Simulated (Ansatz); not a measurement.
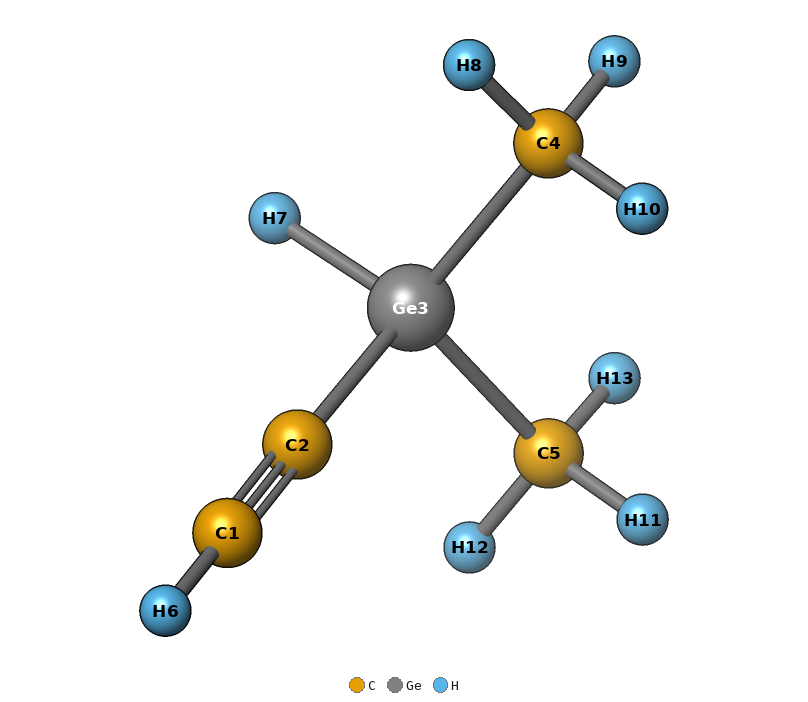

The geometry was computed by an optimisation with PBE-D4/def2-SVP. No frequency run is at hand to confirm it as a minimum.

Estimate the angles C2–C1–H6, C1–C2–Ge3, C2–Ge3–C4, C2–Ge3–H7, C4–Ge3–C5, C4–Ge3–H7, Ge3–C4–H10, Ge3–C4–H8, Ge3–C4–H9.

```json
{"angle": "C2–C1–H6", "degrees": "179.8"}
{"angle": "C1–C2–Ge3", "degrees": "178.8"}
{"angle": "C2–Ge3–C4", "degrees": "108.4"}
{"angle": "C2–Ge3–H7", "degrees": "107.4"}
{"angle": "C4–Ge3–C5", "degrees": "111.4"}
{"angle": "C4–Ge3–H7", "degrees": "110.5"}
{"angle": "Ge3–C4–H10", "degrees": "109.9"}
{"angle": "Ge3–C4–H8", "degrees": "110.4"}
{"angle": "Ge3–C4–H9", "degrees": "110.2"}
```
